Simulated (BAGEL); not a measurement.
**SiBr4 (SMILES Br[Si](Br)(Br)Br), step by step**

We compute a series of 15 runs (B3LYP/def2-SVP, RI-MP2/def2-SVP) of Br4Si. 

The calculation is run with BAGEL 1.2.2.

## Step 1: The system as given

SiBr4: 5 atoms, total charge 0, spin state singlet. SMILES: `Br[Si](Br)(Br)Br`. One bond was lengthened or shortened from a relaxed shape.

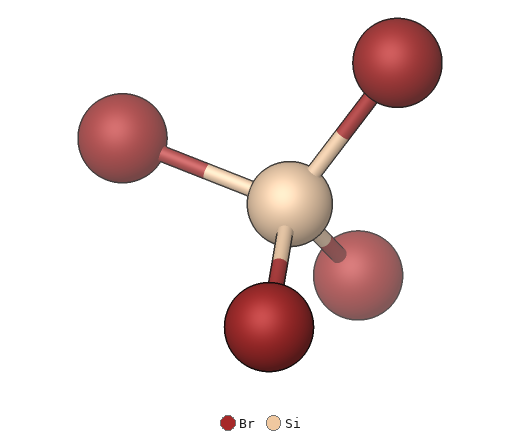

The structure, seen from a chosen angle (bromine red, silicon light orange).

## Step 2: The energy at B3LYP/def2-SVP (density fitting with svp-jkfit) (run 1)

input.json reads:

```json
{ "bagel": [

{
  "title": "molecule",
  "basis": "svp",
  "df_basis": "svp-jkfit",
  "angstrom": false,
  "geometry": [
    { "atom": "Br", "xyz": [    -2.59287621,    -0.07727279,     3.02105035 ] },
    { "atom": "Si", "xyz": [    -0.32741584,    -0.28582297,    -0.44493413 ] },
    { "atom": "Br", "xyz": [     3.14709131,    -2.42108121,     0.30192343 ] },
    { "atom": "Br", "xyz": [    -2.18306831,    -1.90556203,    -2.96537713 ] },
    { "atom": "Br", "xyz": [     0.64643562,     3.54642823,    -1.69173763 ] }
  ]
},

{ "title": "ks", "xc_func": "b3lyp" },

{ "title": "print", "file": "orbitals.molden", "orbitals": true }

]}
```

Started as:

```bash
$ BAGEL_NUM_THREADS=1 BAGEL input.json > input.out
```

Output:

```text
* using 1 threads per process

  ===============================================================
  ===============================================================

  *** Geometry ***

  { "atom" : "Br", "xyz" : [     -2.592876,     -0.077273,      3.021050 ] },
  { "atom" : "Si", "xyz" : [     -0.327416,     -0.285823,     -0.444934 ] },
  { "atom" : "Br", "xyz" : [      3.147091,     -2.421081,      0.301923 ] },
  { "atom" : "Br", "xyz" : [     -2.183068,     -1.905562,     -2.965377 ] },
  { "atom" : "Br", "xyz" : [      0.646436,      3.546428,     -1.691738 ] },

  Number of auxiliary basis functions:     1192

  Since a DF basis is specified, we compute 2- and 3-index integrals:
    o Being stored without compression. Storage requirement is 0.203 GB

  Number of basis functions:      146
  Number of electrons      :      154

    * METHOD: MOLECULE                             3.55

  *** Kohn-Sham DFT ***

    * Removing 10667 points whose weight is below 1.00e-10
    * Grid points: 63863

  === Nuclear Repulsion ===
  1622.2622113350

       - DIIS with orbital gradients will be used.

  === KS iteration (b3lyp / svp) ===
      0     -10431.07654010          0.15645619           3.63
      1     -10301.57212409          0.49921142           3.61
      2     -10360.42089136          0.19522581           3.64
      3     -10145.35082701          0.11803815           3.71
      4     -10235.72382552          0.11420085           3.75
      5     -10514.23417982          0.11319381           3.78
      6     -10554.83574953          0.08283100           3.64
      7     -10552.29337581          0.07986500           3.74
      8     -10575.65680939          0.06028956           3.71
      9     -10566.32977369          0.09317574           3.68
     10     -10379.19798098          0.13507913           3.73
     11     -10578.16112192          0.04814850           3.92
     12     -10579.33215690          0.04999535           3.99
     13     -10584.81570517          0.00924618           3.66
     14     -10584.80297537          0.01060983           3.76
     15     -10585.00702714          0.00266571           3.76
     16     -10585.01775204          0.00050580           3.67
     17     -10585.01824425          0.00016120           3.65
     18     -10585.01828867          0.00003501           3.74
     19     -10585.01829080          0.00000826           3.77
     20     -10585.01829087          0.00000426           3.87
     21     -10585.01829091          0.00000187           4.03
     22     -10585.01829091          0.00000041           3.80
     23     -10585.01829091          0.00000007           3.63
     24     -10585.01829091          0.00000003           3.60
     25     -10585.01829091          0.00000001           3.68
    * SCF iteration converged.

    * Permanent dipole moment:
           (    0.321090,     0.280297,     0.436420) a.u.

    * METHOD: KS                                  97.74

    * METHOD: PRINT                                0.12

  ===============================================================
```

Run time: 1.7 min. Hardware: 1 thread of Arm Neoverse N1, shared host; peak memory 1 GiB.

## Step 3: Bond 4-2 at 2.194 A: a single-point energy at RI-MP2/def2-SVP (density fitting with svp-jkfit) (run 2)

input.json reads:

```json
{ "bagel" : [

{
  "title" : "molecule",
  "basis" : "svp",
  "df_basis" : "svp-jkfit",
  "geometry" : [
    { "atom" : "Br", "xyz" : [    -2.26540746,     0.20856340,     3.46583519 ] },
    { "atom" : "Si", "xyz" : [     0.00005291,     0.00001323,    -0.00014929 ] },
    { "atom" : "Br", "xyz" : [     3.47456006,    -2.13524501,     0.74670827 ] },
    { "atom" : "Br", "xyz" : [    -2.18306831,    -1.90556203,    -2.96537713 ] },
    { "atom" : "Br", "xyz" : [     0.97390437,     3.83226443,    -1.24695279 ] }
  ]
},

{
  "title" : "hf"
},

{
  "title" : "mp2",
  "ncore" : 41
}

]}
```

Started as:

```bash
$ BAGEL_NUM_THREADS=1 BAGEL input.json > input.out
```

Output:

```text
* using 1 threads per process

  ===============================================================
  ===============================================================

  *** Geometry ***

  { "atom" : "Br", "xyz" : [     -2.265407,      0.208563,      3.465835 ] },
  { "atom" : "Si", "xyz" : [      0.000053,      0.000013,     -0.000149 ] },
  { "atom" : "Br", "xyz" : [      3.474560,     -2.135245,      0.746708 ] },
  { "atom" : "Br", "xyz" : [     -2.183068,     -1.905562,     -2.965377 ] },
  { "atom" : "Br", "xyz" : [      0.973904,      3.832264,     -1.246953 ] },

  Number of auxiliary basis functions:     1192

  Since a DF basis is specified, we compute 2- and 3-index integrals:
    o Being stored without compression. Storage requirement is 0.203 GB

  Number of basis functions:      146
  Number of electrons      :      154

    * METHOD: MOLECULE                             3.61

  *** RHF ***

  === Nuclear Repulsion ===
  1558.3569272256

      * DIIS with orbital gradients will be used.

  === RHF iteration (svp) ===
      0     -10577.33736075          0.00684959           2.74
      1     -10577.38879822          0.00493365           2.76
      2     -10577.43321445          0.00045567           2.76
      3     -10577.43395377          0.00008733           2.75
      4     -10577.43397629          0.00002740           2.75
      5     -10577.43397821          0.00000725           2.74
      6     -10577.43397849          0.00000114           2.75
      7     -10577.43397849          0.00000019           2.74
      8     -10577.43397849          0.00000004           2.92
      9     -10577.43397849          0.00000001           2.84
    * SCF iteration converged.

    * Permanent dipole moment:
           (   -0.000065,    -0.000055,     0.000153) a.u.

    * METHOD: HF                                  30.85

  *** RHF ***

  === Nuclear Repulsion ===
  1558.3569272256

      * DIIS with orbital gradients will be used.

  === RHF iteration (svp) ===
      0     -10577.43397849          0.00000000           2.94
    * SCF iteration converged.

    * Permanent dipole moment:
           (   -0.000065,    -0.000055,     0.000153) a.u.

  === DF-MP2 calculation ===

    * freezing 41 orbitals
    * 3-index integral transformation done
    * assembly done

      MP2 correlation energy:   -1.0093839571      1.25

      MP2 total energy:       -10578.4433624504

    * METHOD: MP2                                  7.07

  ===============================================================
```

It took 42 s on 1 thread of Arm Neoverse N1, shared host; peak memory 0.78 GiB.

Runs 3 to 5 aren't shown in full; the table further down has their settings and results.

## Step 4: Bond 4-2 at 2.962 A: a single-point energy at RI-MP2/def2-SVP (density fitting with svp-jkfit) (run 6)

input.json reads:

```json
{ "bagel" : [

{
  "title" : "molecule",
  "basis" : "svp",
  "df_basis" : "svp-jkfit",
  "geometry" : [
    { "atom" : "Br", "xyz" : [ -1.50131560,  0.87551389,  4.50366333 ] },
    { "atom" : "Si", "xyz" : [  0.76414477,  0.66696372,  1.03767885 ] },
    { "atom" : "Br", "xyz" : [  4.23865192, -1.46829452,  1.78453641 ] },
    { "atom" : "Br", "xyz" : [ -2.18306831, -1.90556203, -2.96537713 ] },
    { "atom" : "Br", "xyz" : [  1.73799623,  4.49921492, -0.20912465 ] }
  ]
},
{
  "title" : "hf"
},
{
  "title" : "mp2",
  "ncore" : 41
}

]}
```

Started as:

```bash
$ BAGEL_NUM_THREADS=1 BAGEL input.json > input.out
```

Output:

```text
* using 1 threads per process

  ===============================================================
  ===============================================================

  *** Geometry ***

  { "atom" : "Br", "xyz" : [     -1.501316,      0.875514,      4.503663 ] },
  { "atom" : "Si", "xyz" : [      0.764145,      0.666964,      1.037679 ] },
  { "atom" : "Br", "xyz" : [      4.238652,     -1.468295,      1.784536 ] },
  { "atom" : "Br", "xyz" : [     -2.183068,     -1.905562,     -2.965377 ] },
  { "atom" : "Br", "xyz" : [      1.737996,      4.499215,     -0.209125 ] },

  Number of auxiliary basis functions:     1192

  Since a DF basis is specified, we compute 2- and 3-index integrals:
    o Being stored without compression. Storage requirement is 0.203 GB

  Number of basis functions:      146
  Number of electrons      :      154

    * METHOD: MOLECULE                             3.45

  *** RHF ***

  === Nuclear Repulsion ===
  1444.3334819399

      * DIIS with orbital gradients will be used.

  === RHF iteration (svp) ===
      0     -10577.21713713          0.00754383           2.78
      1     -10577.28304976          0.00618789           2.79
      2     -10577.36082150          0.00048209           2.81
      3     -10577.36206302          0.00013678           2.79
      4     -10577.36216772          0.00003354           2.78
      5     -10577.36217486          0.00001454           2.79
      6     -10577.36217627          0.00000415           2.78
      7     -10577.36217643          0.00000124           2.80
      8     -10577.36217643          0.00000059           2.79
      9     -10577.36217644          0.00000027           2.79
     10     -10577.36217644          0.00000007           2.79
     11     -10577.36217644          0.00000002           2.79
     12     -10577.36217644          0.00000001           2.79
    * SCF iteration converged.

    * Permanent dipole moment:
           (   -0.775645,    -0.677047,    -1.053372) a.u.

    * METHOD: HF                                  39.37

  *** RHF ***

  === Nuclear Repulsion ===
  1444.3334819399

      * DIIS with orbital gradients will be used.

  === RHF iteration (svp) ===
      0     -10577.36217644          0.00000000           2.78
    * SCF iteration converged.

    * Permanent dipole moment:
           (   -0.775647,    -0.677048,    -1.053373) a.u.

  === DF-MP2 calculation ===

    * freezing 41 orbitals
    * 3-index integral transformation done
    * assembly done

      MP2 correlation energy:   -1.0124540339      1.26

      MP2 total energy:       -10578.3746304708

    * METHOD: MP2                                  6.88

  ===============================================================
```

Run time: 50 s. Hardware: 1 thread of Arm Neoverse N1, shared host; peak memory 0.78 GiB.

Runs 7 to 14 aren't shown in full; the table further down has their settings and results.

## Step 5: Bond 4-2 at 6.143 A: a single-point energy at B3LYP/def2-SVP (density fitting with svp-jkfit) (run 15)

job.json reads:

```json
{ "bagel": [

{
  "title": "molecule",
  "basis": "svp",
  "df_basis": "svp-jkfit",
  "geometry": [
    { "atom": "Br", "xyz": [     1.66420999,     3.63859773,     8.80324380 ] },
    { "atom": "Si", "xyz": [     3.92967036,     3.43004756,     5.33725932 ] },
    { "atom": "Br", "xyz": [     7.40417750,     1.29478932,     6.08411688 ] },
    { "atom": "Br", "xyz": [    -2.18306831,    -1.90556203,    -2.96537713 ] },
    { "atom": "Br", "xyz": [     4.90352182,     7.26229876,     4.09045582 ] }
  ]
},

{ "title": "ks", "xc_func": "b3lyp", "charge": 0 },

{ "title": "print", "file": "orbitals.molden", "orbitals": "true" }

]}
```

Started as:

```bash
$ BAGEL_NUM_THREADS=1 BAGEL job.json > job.out
```

Output:

```text
* using 1 threads per process

  ===============================================================
  ===============================================================

  *** Geometry ***

  { "atom" : "Br", "xyz" : [      1.664210,      3.638598,      8.803244 ] },
  { "atom" : "Si", "xyz" : [      3.929670,      3.430048,      5.337259 ] },
  { "atom" : "Br", "xyz" : [      7.404178,      1.294789,      6.084117 ] },
  { "atom" : "Br", "xyz" : [     -2.183068,     -1.905562,     -2.965377 ] },
  { "atom" : "Br", "xyz" : [      4.903522,      7.262299,      4.090456 ] },

  Number of auxiliary basis functions:     1192

  Since a DF basis is specified, we compute 2- and 3-index integrals:
    o Being stored without compression. Storage requirement is 0.203 GB

  Number of basis functions:      146
  Number of electrons      :      154

    * METHOD: MOLECULE                             3.40

  *** Kohn-Sham DFT ***

    * Removing 8026 points whose weight is below 1.00e-10
    * Grid points: 66504

  === Nuclear Repulsion ===
  1210.4762564712

       - DIIS with orbital gradients will be used.

  === KS iteration (b3lyp / svp) ===
      0     -10405.85011256          0.15043205           3.69
      1      -9924.21815259          0.32465416           3.68
      2      -9920.68373557          0.15041257           3.67
      3      -9944.59901110          0.18951574           3.67
      4     -10496.95291904          0.11323883           3.68
      5     -10393.76456519          0.08806286           3.68
      6     -10463.15188570          0.08516686           3.67
      7     -10573.88468519          0.06705179           3.67
      8     -10574.95893277          0.03868304           3.67
      9     -10527.63824329          0.05837834           3.69
     10     -10583.31230467          0.02323092           3.68
     11     -10584.58611526          0.00686351           3.68
     12     -10584.30577446          0.00990434           3.68
     13     -10584.76450885          0.00383746           3.67
     14     -10584.48150325          0.00484428           3.69
     15     -10584.76310562          0.00329402           3.68
     16     -10584.78016924          0.00271394           3.68
     17     -10584.78903592          0.00249295           3.68
     18     -10584.48991362          0.00446862           3.68
     19     -10584.50005460          0.00427296           3.67
     20     -10584.91081025          0.00088179           3.66
     21     -10584.80330823          0.00275290           3.66
     22     -10584.81276809          0.00282883           3.67
     23     -10584.82460289          0.00283525           3.68
     24     -10584.85001877          0.00265336           3.68
     25     -10584.89295998          0.00182587           3.68
     26     -10584.73561151          0.00528870           3.68
[... 38 lines of this table left out ...]
     65     -10584.91563262          0.00012772           3.68
     66     -10584.91570205          0.00001481           3.68
     67     -10584.91571565          0.00002943           3.67
     68     -10584.91571010          0.00000973           3.67
     69     -10584.91572251          0.00000892           3.68
     70     -10584.91571983          0.00000931           3.69
     71     -10584.91561721          0.00015489           3.68
     72     -10584.91572419          0.00001274           3.69
     73     -10584.91572318          0.00001397           3.69
     74     -10584.91572678          0.00001370           3.68
     75     -10584.91573041          0.00000488           3.68
     76     -10584.91573395          0.00000371           3.67
     77     -10584.91573767          0.00000859           3.67
```

Wall time 4.9 min (1 thread of Arm Neoverse N1, shared host).

The run was cut off at its time limit.

## Step 6: All runs side by side

```csv
run,level,frozen core orbitals,partner,energy (Eh),wall time
1,B3LYP/def2-SVP (density fitting with svp-jkfit),–,bond 4-2 at 1.865 A,-10585.018291,1.7 min
2,RI-MP2/def2-SVP (density fitting with svp-jkfit),41,bond 4-2 at 2.194 A,-10578.443362,42 s
3,B3LYP/def2-SVP (density fitting with svp-jkfit),–,bond 4-2 at 2.194 A,-10585.079922,73 s
4,RI-MP2/def2-SVP (density fitting with svp-jkfit),41,bond 4-2 at 2.523 A,-10578.423150,47 s
5,B3LYP/def2-SVP (density fitting with svp-jkfit),–,bond 4-2 at 2.523 A,-10585.064601,93 s
6,RI-MP2/def2-SVP (density fitting with svp-jkfit),41,bond 4-2 at 2.962 A,-10578.374630,50 s
7,B3LYP/def2-SVP (density fitting with svp-jkfit),–,bond 4-2 at 2.962 A,-10585.023278,84 s
8,RI-MP2/def2-SVP (density fitting with svp-jkfit),41,bond 4-2 at 3.510 A,-10578.323715,50 s
9,B3LYP/def2-SVP (density fitting with svp-jkfit),–,bond 4-2 at 3.510 A,-10584.980042,1.7 min
10,RI-MP2/def2-SVP (density fitting with svp-jkfit),41,bond 4-2 at 4.169 A,-10578.286100,59 s
11,B3LYP/def2-SVP (density fitting with svp-jkfit),–,bond 4-2 at 4.169 A,-10584.947245,2.4 min
12,RI-MP2/def2-SVP (density fitting with svp-jkfit),41,bond 4-2 at 5.046 A,-10578.269898,59 s
13,B3LYP/def2-SVP (density fitting with svp-jkfit),–,bond 4-2 at 5.046 A,-10584.925722,3.6 min
14,RI-MP2/def2-SVP (density fitting with svp-jkfit),41,bond 4-2 at 6.143 A,-10578.280109,3.1 min
15,B3LYP/def2-SVP (density fitting with svp-jkfit),–,bond 4-2 at 6.143 A,timeout,4.9 min
```

## Step 7: Outcome

```
                                                                 quantity            value
                                bond 4-2 at 6.143 A, run 14: total energy  -10578.28011 Eh
bond 4-2 at 6.143 A, run 14: correlation energy (41 core orbitals frozen)      -1086.8 mEh
```

What this shows: In runs 10, 11, 12, 13, 14 a closed-shell determinant meets a far-stretched bond, which it describes badly. All runs together took 27 min, the longest 4.9 min. 1 of the 15 runs did not end normally.
